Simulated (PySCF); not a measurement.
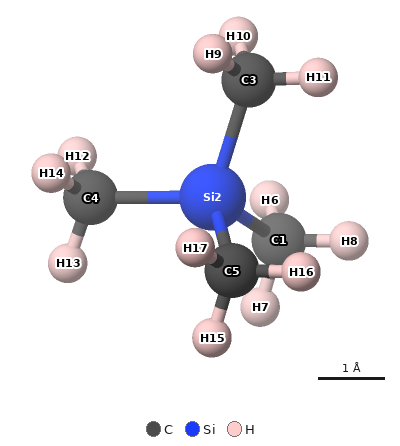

*The structure (ball-and-stick view, seen at a tilt; atoms are numbered from 1 in the order of the input).*

Bond lengths as drawn: C–H 1.09 Å and C–Si 1.91 Å.

**Run report: C4H12Si, NMR shielding calculation**

- system: C4H12Si
- method: GIAO PW91/pcSseg-1 NMR shielding, non-relativistic, gas phase (PySCF 2.14.0)

The geometry comes from this level: GFN2-xTB. Figures and captions count atoms from 1; the log counts them from 0 in places.

**Log**
```
coarse grid: 13408 points
cycle   1  E = -448.8230736602  dE = -1.682e-02  |g| = 8.516e-01  |ddm| = 3.518e+00
cycle   2  E = -448.5752434601  dE =  2.478e-01  |g| = 1.250e+00  |ddm| = 1.922e+00
cycle   3  E = -449.0128134065  dE = -4.376e-01  |g| = 3.561e-02  |ddm| = 1.274e+00
cycle   4  E = -449.0130468000  dE = -2.334e-04  |g| = 2.449e-02  |ddm| = 7.890e-02
cycle   5  E = -449.0132216618  dE = -1.749e-04  |g| = 1.160e-03  |ddm| = 3.200e-02
cycle   6  E = -449.0132217477  dE = -8.595e-08  |g| = 3.300e-04  |ddm| = 1.009e-03
final grid: 121224 points
cycle   7  E = -449.0544179946  dE = -2.969e-05  |g| = 1.164e-02  |ddm| = 2.731e-02
cycle   8  E = -449.0543722923  dE =  4.570e-05  |g| = 1.761e-02  |ddm| = 2.424e-02
cycle   9  E = -449.0544526353  dE = -8.034e-05  |g| = 3.377e-04  |ddm| = 1.494e-02
cycle  10  E = -449.0544526477  dE = -1.239e-08  |g| = 7.198e-05  |ddm| = 2.870e-04
cycle  11  E = -449.0544526487  dE = -9.848e-10  |g| = 3.562e-05  |ddm| = 1.237e-04
cycle  12  E = -449.0544526490  dE = -3.347e-10  |g| = 8.544e-06  |ddm| = 4.039e-05
```

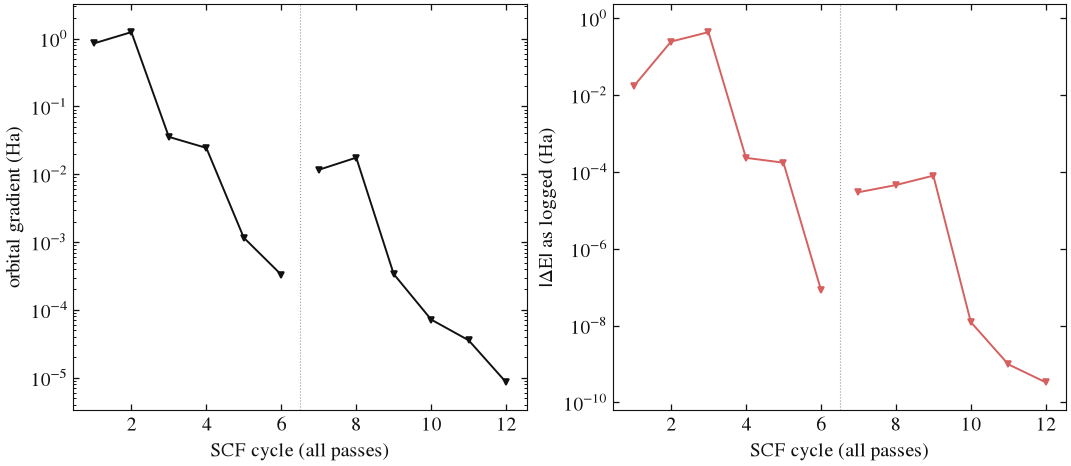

*Convergence of the self-consistent field: orbital gradient and size of the energy change against the SCF cycle. The dotted line marks the change from a coarse to the final integration grid.*

The first 6 cycles use a coarse grid, the final grid takes over at cycle 7, and the field converges after 12 cycles in all.

```
converged SCF energy = -449.0544526490

GIAO shielding tensors (ppm)
atom      isotropic    diamagn.    paramagn.     s11        s22        s33       span
  0 C      181.499     253.056     -71.557    177.882    177.973    188.642     10.761
  1 Si     327.867     881.820    -553.952    327.543    327.851    328.207      0.664
  2 C      181.462     253.067     -71.605    177.816    177.933    188.637     10.821
  3 C      181.469     253.052     -71.584    177.852    177.900    188.654     10.803
  4 C      181.465     253.058     -71.593    177.807    177.938    188.651     10.844
  5 H       31.650      31.508       0.142     27.628     29.168     38.154     10.526
  6 H       31.647      31.505       0.143     27.623     29.160     38.159     10.536
  7 H       31.652      31.513       0.139     27.633     29.172     38.151     10.518
  8 H       31.654      31.527       0.127     27.635     29.174     38.154     10.518
  9 H       31.652      31.518       0.134     27.637     29.166     38.154     10.517
 10 H       31.655      31.523       0.132     27.637     29.171     38.156     10.519
 11 H       31.655      31.517       0.138     27.634     29.165     38.165     10.531
 12 H       31.651      31.514       0.136     27.631     29.162     38.159     10.528
 13 H       31.652      31.524       0.127     27.637     29.176     38.142     10.505
 14 H       31.653      31.521       0.132     27.637     29.164     38.156     10.519
 15 H       31.654      31.521       0.133     27.634     29.168     38.160     10.526
 16 H       31.656      31.530       0.126     27.639     29.178     38.151     10.512
```

This output came from the following input.

**Input**
```
{"job": {"kind": "nmr", "xc": "PW91", "basis": "pcSseg-1", "pop": false}, "charge": 0, "multiplicity": 1}
C     -0.406572    -1.213421    -1.419378
Si    -0.001168    -0.000673    -0.001754
C      0.008130     1.785545    -0.675355
C     -1.319794    -0.154927     1.370252
C      1.716091    -0.415535     0.721562
H     -1.379676    -1.003559    -1.853159
H     -0.418731    -2.241638    -1.070248
H      0.327027    -1.147965    -2.217335
H      0.242457     2.501867     0.106393
H     -0.958122     2.057909    -1.089187
H      0.746490     1.907664    -1.462097
H     -2.312057     0.075313     0.994143
H     -1.350945    -1.160472     1.779082
H     -1.116988     0.525824     2.191677
H      1.746276    -1.426357     1.117085
H      2.493128    -0.336762    -0.032799
H      1.977455     0.259220     1.531210
```

The first line tells a small driver script what to run in PySCF; the rest is the geometry in Å.

Launch command:
```bash
OMP_NUM_THREADS=1 python <driver script> task.json out
```

**Summary**

```tsv
quantity	value
outcome	converged
total energy	−449.054453 hartree
HOMO	−7.10 eV
LUMO	0.25 eV
dipole moment	0.00 D
isotropic shielding, C	181.5 ppm
isotropic shielding, Si	327.9 ppm
isotropic shielding, H	31.6 ppm
hardware	1 CPU thread, shared host
wall time	15 s
peak memory	0.88 GiB
```
